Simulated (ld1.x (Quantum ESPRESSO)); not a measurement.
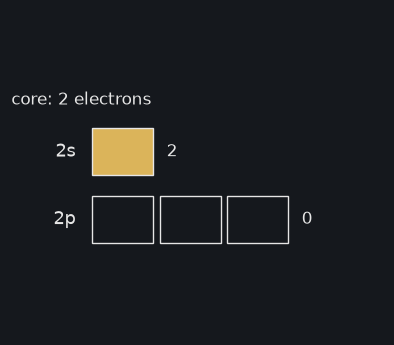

*The valence shells of the reference configuration: a box for each of the 2l + 1 orbitals, shaded by the share of the shell that is filled, with the electron count at the right.*

Pseudopotential generation, with input and output: Be

System: beryllium (Be, Z = 4), core [He], reference valence 2s2 2p0, valence charge 2.
Method: RRKJ potential, PBE, scalar-relativistic, made with ld1.x (Quantum ESPRESSO) 7.5.

## Log
```
     Program LD1 v.7.5
     --------------------------- All-electron run ----------------------------

     Be
     scalar relativistic calculation

     atomic number is  4.00
     dft =PBE   lsd =0 sic =0 latt =0  beta=0.20 tr2=1.0E-14
     Exchange-correlation= PBE
                           (   1   4   3   4   0   0   0)
     mesh =1041 r(mesh) = 100.85720 a.u. xmin = -7.00 dx = 0.01250
     1 Ry =  13.60569312 eV, c = 137.03599908

     n l     nl                  e(Ry)          e(Ha)          e(eV)
     1 0     1S 1( 2.00)        -7.8065        -3.9033      -106.2130
     2 0     2S 1( 2.00)        -0.4123        -0.2062        -5.6098
     2 1     2P 1( 0.00)        -0.1484        -0.0742        -2.0185

     final scf error:  5.8E-15 reached in  21 iterations

     Etot =     -29.265949 Ry,     -14.632974 Ha,    -398.183518 eV

     Ekin =      29.133169 Ry,      14.566584 Ha,     396.376955 eV
     Encl =     -67.300390 Ry,     -33.650195 Ha,    -915.668457 eV
     Eh   =      14.340977 Ry,       7.170488 Ha,     195.118930 eV
     Exc  =      -5.439704 Ry,      -2.719852 Ha,     -74.010946 eV

     normalization and overlap integrals

     s(1S/1S) =  1.000000  <r> =   0.4208  <r2> =    0.2416  r(max) =   0.2661
     s(2S/2S) =  1.000000  <r> =   2.6034  <r2> =    8.1460  r(max) =   2.0415
     s(2P/2P) =  1.000000  <r> =   3.2186  <r2> =   13.2412  r(max) =   2.2846

     ------------------------ End of All-electron run ------------------------

     --------------------- Generating NC pseudopotential ---------------------

      Generating local pot.: lloc=1, matching radius rcloc =   4.2000

      Computing core charge for nlcc:

       r > 0.96 : true rho core
      Core charge pseudized with two Bessel functions
      Integrated core pseudo-charge :   0.84

      Wfc   2S  rcut= 1.802  Estimated cut-off energy=       37.63 Ry
      This function has    0 nodes for 0 < r <    1.802

      Wfc   3D  rcut= 3.283  Estimated cut-off energy=       23.42 Ry
      This function has    0 nodes for 0 < r <    3.283

     ------------------- End of pseudopotential generation -------------------

     --------------------------- All-electron run ----------------------------

     Be
     scalar relativistic calculation

     atomic number is  4.00
     dft =PBE   lsd =0 sic =0 latt =0  beta=0.20 tr2=1.0E-14
     Exchange-correlation= PBE
                           (   1   4   3   4   0   0   0)
     mesh =1041 r(mesh) = 100.85720 a.u. xmin = -7.00 dx = 0.01250
     1 Ry =  13.60569312 eV, c = 137.03599908

     n l     nl                  e(Ry)          e(Ha)          e(eV)
     1 0     1S 1( 2.00)        -7.8065        -3.9033      -106.2130
     2 0     2S 1( 2.00)        -0.4123        -0.2062        -5.6098
     2 1     2P 1( 0.00)        -0.1484        -0.0742        -2.0185

     final scf error:  5.8E-15 reached in  21 iterations

     Etot =     -29.265949 Ry,     -14.632974 Ha,    -398.183518 eV

     Ekin =      29.133169 Ry,      14.566584 Ha,     396.376955 eV
     Encl =     -67.300390 Ry,     -33.650195 Ha,    -915.668457 eV
     Eh   =      14.340977 Ry,       7.170488 Ha,     195.118930 eV
     Exc  =      -5.439704 Ry,      -2.719852 Ha,     -74.010946 eV

     normalization and overlap integrals

     s(1S/1S) =  1.000000  <r> =   0.4208  <r2> =    0.2416  r(max) =   0.2661
     s(2S/2S) =  1.000000  <r> =   2.6034  <r2> =    8.1460  r(max) =   2.0415
     s(2P/2P) =  1.000000  <r> =   3.2186  <r2> =   13.2412  r(max) =   2.2846

     ------------------------ End of All-electron run ------------------------

     Computing logarithmic derivative in   4.57211
     Computing logarithmic derivative in   4.57211
     Computing the partial wave expansion
     R is outside the sphere for l=    0 j= 0.00
       no projector for channel:   1
     R is outside the sphere for l=    2 j= 0.00

     ---------------------- Testing the pseudopotential ----------------------

     Be
     scalar relativistic calculation

     atomic number is  4.00   valence charge is  2.00
     dft =PBE   lsd =0 sic =0 latt =0  beta=0.20 tr2=1.0E-14
     mesh =1041 r(mesh) = 100.85720 xmin = -7.00 dx = 0.01250

     n l     nl             e AE (Ry)        e PS (Ry)    De AE-PS (Ry)
     1 0     2S   1( 2.00)       -0.41231       -0.41231       -0.00000
     2 1     2P   1( 0.00)       -0.14836       -0.14836        0.00000

     eps = 1.3E-17  iter =  3

     Etot =     -29.265949 Ry,     -14.632974 Ha,    -398.183518 eV
     Etotps =    -3.009240 Ry,      -1.504620 Ha,     -40.942796 eV

     Ekin =       0.675158 Ry,       0.337579 Ha,       9.185993 eV
     Encl =      -3.793235 Ry,      -1.896617 Ha,     -51.609586 eV
     Ehrt =       1.393060 Ry,       0.696530 Ha,      18.953542 eV
     Ecxc =      -1.798136 Ry,      -0.899068 Ha,     -24.464883 eV
     (Ecc =      -0.991688 Ry,      -0.495844 Ha,     -13.492602 eV)
     Epseu=       0.513913 Ry,       0.256956 Ha,       6.992139 eV

     ---------------------- End of pseudopotential test ----------------------
```

## Output of the test run (extracts)
```
     ---------------------- Testing the pseudopotential ----------------------

     Be
     scalar relativistic calculation

     atomic number is  4.00   valence charge is  2.00
     dft =PBE   lsd =0 sic =0 latt =0  beta=0.20 tr2=1.0E-14
     mesh =1041 r(mesh) = 100.85720 xmin = -7.00 dx = 0.01250

     n l     nl             e AE (Ry)        e PS (Ry)    De AE-PS (Ry)
     1 0     2S   1( 2.00)       -0.41231       -0.41231       -0.00000
     2 1     2P   1( 0.00)       -0.14836       -0.14836       -0.00000

     eps = 7.0E-15  iter = 14

     Etot =     -29.265949 Ry,     -14.632974 Ha,    -398.183519 eV
     Etotps =    -3.009240 Ry,      -1.504620 Ha,     -40.942792 eV

     Ekin =       0.675158 Ry,       0.337579 Ha,       9.185996 eV
     Encl =      -3.793235 Ry,      -1.896617 Ha,     -51.609585 eV
     Ehrt =       1.393060 Ry,       0.696530 Ha,      18.953541 eV
     Ecxc =      -1.798136 Ry,      -0.899068 Ha,     -24.464882 eV
     (Ecc =      -0.991688 Ry,      -0.495844 Ha,     -13.492602 eV)
     Epseu=       0.513913 Ry,       0.256956 Ha,       6.992138 eV

     ---------------------- End of pseudopotential test ----------------------

     ---------------------- Testing the pseudopotential ----------------------

     Be
     scalar relativistic calculation

     atomic number is  4.00   valence charge is  2.00
     dft =PBE   lsd =0 sic =0 latt =0  beta=0.20 tr2=1.0E-14
     mesh =1041 r(mesh) = 100.85720 xmin = -7.00 dx = 0.01250

     n l     nl             e AE (Ry)        e PS (Ry)    De AE-PS (Ry)
     1 0     2S   1( 1.00)       -1.00697       -1.00515       -0.00182
     2 1     2P   1( 0.00)       -0.71855       -0.70188       -0.01667  !

     eps = 9.2E-15  iter = 15

     Etot =     -28.563987 Ry,     -14.281994 Ha,    -388.632847 eV
     Etotps =    -2.307694 Ry,      -1.153847 Ha,     -31.397773 eV
     dEtot_ae =       0.701961 Ry
     dEtot_ps =       0.701546 Ry,   Delta E=       0.000416 Ry

     Ekin =       0.429903 Ry,       0.214952 Ha,       5.849133 eV
     Encl =      -2.096706 Ry,      -1.048353 Ha,     -28.527136 eV
     Ehrt =       0.392607 Ry,       0.196304 Ha,       5.341691 eV
     Ecxc =      -1.380401 Ry,      -0.690201 Ha,     -18.781313 eV
     (Ecc =      -0.991688 Ry,      -0.495844 Ha,     -13.492602 eV)
     Epseu=       0.346903 Ry,       0.173451 Ha,       4.719852 eV

     ---------------------- End of pseudopotential test ----------------------

     ---------------------- Testing the pseudopotential ----------------------

     Be
     scalar relativistic calculation

     atomic number is  4.00   valence charge is  2.00
     dft =PBE   lsd =0 sic =0 latt =0  beta=0.20 tr2=1.0E-14
     mesh =1041 r(mesh) = 100.85720 xmin = -7.00 dx = 0.01250

     n l     nl             e AE (Ry)        e PS (Ry)    De AE-PS (Ry)
     1 0     2S   1( 1.50)       -0.69809       -0.69793       -0.00016
     2 1     2P   1( 0.00)       -0.41669       -0.41205       -0.00465

     eps = 6.8E-15  iter = 15

     Etot =     -28.989532 Ry,     -14.494766 Ha,    -394.422676 eV
     Etotps =    -2.732801 Ry,      -1.366401 Ha,     -37.181656 eV
     dEtot_ae =       0.276417 Ry
     dEtot_ps =       0.276438 Ry,   Delta E=      -0.000022 Ry

     Ekin =       0.577090 Ry,       0.288545 Ha,       7.851706 eV
     Encl =      -3.000698 Ry,      -1.500349 Ha,     -40.826575 eV
     Ehrt =       0.835328 Ry,       0.417664 Ha,      11.365216 eV
     Ecxc =      -1.593471 Ry,      -0.796736 Ha,     -21.680279 eV
     (Ecc =      -0.991688 Ry,      -0.495844 Ha,     -13.492602 eV)
     Epseu=       0.448950 Ry,       0.224475 Ha,       6.108275 eV

     ---------------------- End of pseudopotential test ----------------------

     ---------------------- Testing the pseudopotential ----------------------

     Be
     scalar relativistic calculation

     atomic number is  4.00   valence charge is  2.00
     dft =PBE   lsd =0 sic =0 latt =0  beta=0.20 tr2=1.0E-14
     mesh =1041 r(mesh) = 100.85720 xmin = -7.00 dx = 0.01250

     n l     nl             e AE (Ry)        e PS (Ry)    De AE-PS (Ry)
     1 0     2S   1( 1.00)       -0.45311       -0.45882        0.00571  !
     2 1     2P   1( 1.00)       -0.18631       -0.18855        0.00224

     eps = 3.2E-15  iter = 12

     Etot =     -29.000445 Ry,     -14.500222 Ha,    -394.571149 eV
     Etotps =    -2.742048 Ry,      -1.371024 Ha,     -37.307470 eV
     dEtot_ae =       0.265504 Ry
     dEtot_ps =       0.267191 Ry,   Delta E=      -0.001687 Ry

     Ekin =       1.009048 Ry,       0.504524 Ha,      13.728792 eV
     Encl =      -3.570208 Ry,      -1.785104 Ha,     -48.575157 eV
     Ehrt =       1.289053 Ry,       0.644527 Ha,      17.538466 eV
     Ecxc =      -1.740269 Ry,      -0.870135 Ha,     -23.677569 eV
     (Ecc =      -0.991688 Ry,      -0.495844 Ha,     -13.492602 eV)
     Epseu=       0.270328 Ry,       0.135164 Ha,       3.677998 eV

     ---------------------- End of pseudopotential test ----------------------

     ---------------------- Testing the pseudopotential ----------------------

     Be
     scalar relativistic calculation

     atomic number is  4.00   valence charge is  2.00
     dft =PBE   lsd =0 sic =0 latt =0  beta=0.20 tr2=1.0E-14
     mesh =1041 r(mesh) = 100.85720 xmin = -7.00 dx = 0.01250

     n l     nl             e AE (Ry)        e PS (Ry)    De AE-PS (Ry)
     1 0     2S   1( 0.00)       -1.01051       -1.03675        0.02625  !
     2 1     2P   1( 1.00)       -0.72432       -0.73199        0.00767  !

     eps = 6.1E-15  iter = 10

     Etot =     -28.276661 Ry,     -14.138331 Ha,    -384.723579 eV
     Etotps =    -2.003694 Ry,      -1.001847 Ha,     -27.261640 eV
     dEtot_ae =       0.989287 Ry
     dEtot_ps =       1.005546 Ry,   Delta E=      -0.016259 Ry

     Ekin =       0.918116 Ry,       0.459058 Ha,      12.491605 eV
     Encl =      -1.936032 Ry,      -0.968016 Ha,     -26.341059 eV
     Ehrt =       0.358183 Ry,       0.179092 Ha,       4.873334 eV
     Ecxc =      -1.343961 Ry,      -0.671980 Ha,     -18.285520 eV
     (Ecc =      -0.991688 Ry,      -0.495844 Ha,     -13.492602 eV)

     ---------------------- End of pseudopotential test ----------------------

     ---------------------- Testing the pseudopotential ----------------------

     Be
     scalar relativistic calculation

     atomic number is  4.00   valence charge is  2.00
     dft =PBE   lsd =0 sic =0 latt =0  beta=0.20 tr2=1.0E-14
     mesh =1041 r(mesh) = 100.85720 xmin = -7.00 dx = 0.01250

     n l     nl             e AE (Ry)        e PS (Ry)    De AE-PS (Ry)
     1 0     2S   1( 0.00)       -0.48384       -0.49678        0.01294  !
     2 1     2P   1( 2.00)       -0.21601       -0.22148        0.00548  !

     eps = 5.3E-16  iter = 12

     Etot =     -28.732990 Ry,     -14.366495 Ha,    -390.932239 eV
     Etotps =    -2.469170 Ry,      -1.234585 Ha,     -33.594767 eV
     dEtot_ae =       0.532959 Ry
     dEtot_ps =       0.540070 Ry,   Delta E=      -0.007111 Ry

     Ekin =       1.388636 Ry,       0.694318 Ha,      18.893359 eV
     Encl =      -3.374308 Ry,      -1.687154 Ha,     -45.909804 eV
     Ehrt =       1.211804 Ry,       0.605902 Ha,      16.487429 eV
     Ecxc =      -1.695301 Ry,      -0.847651 Ha,     -23.065751 eV
     (Ecc =      -0.991688 Ry,      -0.495844 Ha,     -13.492602 eV)

     ---------------------- End of pseudopotential test ----------------------
```

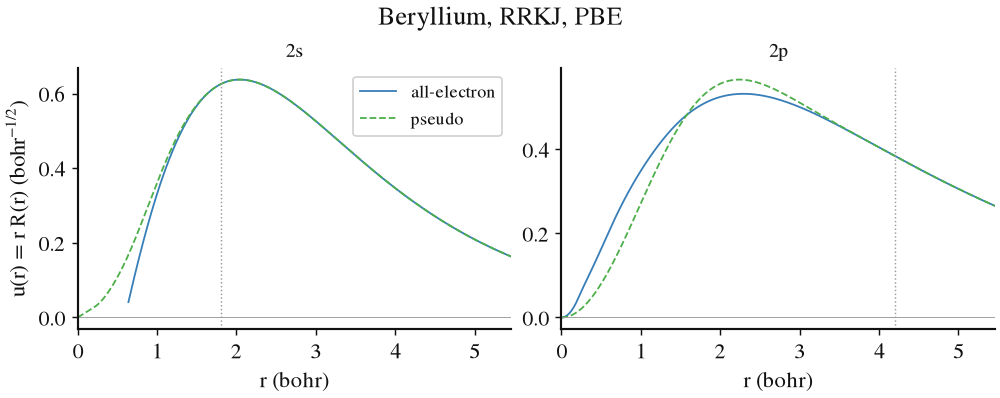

*Partial waves u(r) = r R(r), all-electron (solid) and pseudo (dashed). Dotted lines mark the matching radii. The innermost oscillations of some all-electron curves aren't drawn.*

Pseudo-waves: 2s has no node; 2p has no node.

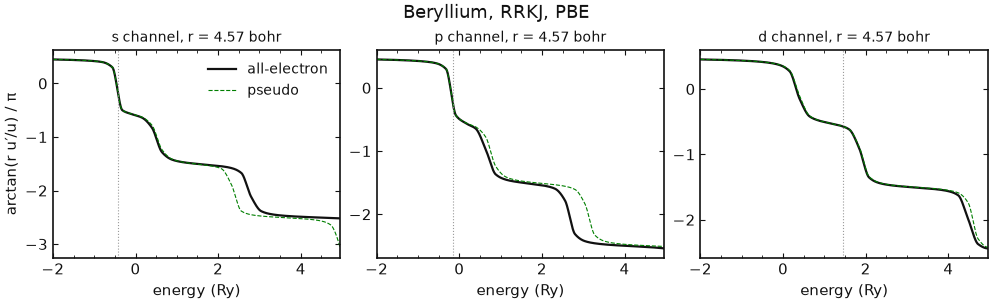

*Unwrapped phase arctan(r u′/u) in units of π against energy, all-electron (solid) and pseudo (dashed); the pseudo phase is matched to the all-electron one at the reference energy. Here u = r R(r). A near-vertical step is a level narrower than the spacing of the points behind the curves. The dotted line marks the reference energy of the channel.*

- Range over which the phases agree within 0.05 rad: s: up to about 0.2 Ry; p: up to about 0.3 Ry; d: between about 0.6 and 1.8 Ry.
- Ghost states: Going away from the reference energies, the phases part by more than π/2 in: s at about 2.4 Ry (above its reference energy, pseudo phase lower); p at about 2.7 Ry (above its reference energy, pseudo phase higher). Such a step is either a state that only one of the two atoms has or an ordinary level shifted in energy. The separate test gives: no ghost state below the valence levels in the s, d, p, f channels.

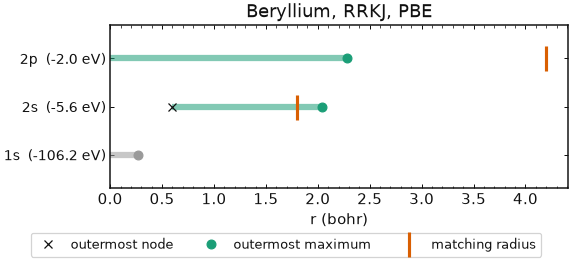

*Outer shells of the all-electron reference atom: each bar runs from the outermost node (or the nucleus) to the outermost maximum of u(r); the tick is the radius chosen for the pseudo-wave. Shells without a tick have no pseudo-wave of their own. Levels, nodes and maxima are from ld1.x, scalar-relativistic.*

- Radii against the shells: 2s: 1.80 bohr, between node and maximum; 2p: 4.20 bohr, outside the maximum.

## Input file
```
 &input
   title='Be', zed=4., rel=1, dft='PBE', iswitch=3,
   config='[He] 2s2 2p0 3d-2',
   nld=3, rlderiv=4.55, eminld=-2.0, emaxld=5.0, deld=0.02
 /
 &inputp
   pseudotype=2, tm=.false., lloc=1,
   nlcc=.true., new_core_ps=.true.,
   file_pseudopw='Be.UPF', file_wfcaegen='ae.wfc', file_wfcncgen='nc.wfc', file_beta='beta', file_chi='chi'
 /
3
2S  1  0   2.00   0.00  1.80  1.80  0.0
3D  3  2  -2.00   1.46  3.30  3.30  0.0
2P  2  1   0.00   0.00  4.20  4.20  0.0
 &test
   configts(1)='2s2 2p0'
 /
```

## Input of the test run
```
 &input
   title='Be', zed=4., rel=1, dft='PBE', iswitch=2,
   config='[He] 2s2 2p0 3d-2'
 /
 &test
   file_pseudo='Be.UPF', nconf=6,
   configts(1)='2s2 2p0',
   configts(2)='2s1 2p0',
   configts(3)='2s1.5 2p0',
   configts(4)='2s1 2p1',
   configts(5)='2s0 2p1',
   configts(6)='2s0 2p2'
 /
```

Run as:
```bash
ld1.x < Be.in > Be.out
```

## Results in brief

- outcome: generated
- cutoffs needed: 15 Ry and 25 Ry (the cutoffs, on a coarse ladder, from which the occupation-weighted sum of valence levels, in a spherical-Bessel basis at the reference potential, stays within 10 and 1 mRy of its value at 400 Ry); ghost states and empty shells don't enter this sum
- ghost test: no ghost state below the valence levels in the s, d, p, f channels (spherical-Bessel basis up to 400 Ry, 20 bohr box)
- largest excitation error: -221 meV (all-electron minus pseudo) for 2s0 2p1, out of 5 test configurations
- range over which the phases arctan(r u′/u) at the test radius agree within 0.05 rad (a looser test near the poles than one of phase shifts): s: up to about 0.2 Ry; p: up to about 0.3 Ry; d: between about 0.6 and 1.8 Ry
- hardware: 1 CPU thread, shared host
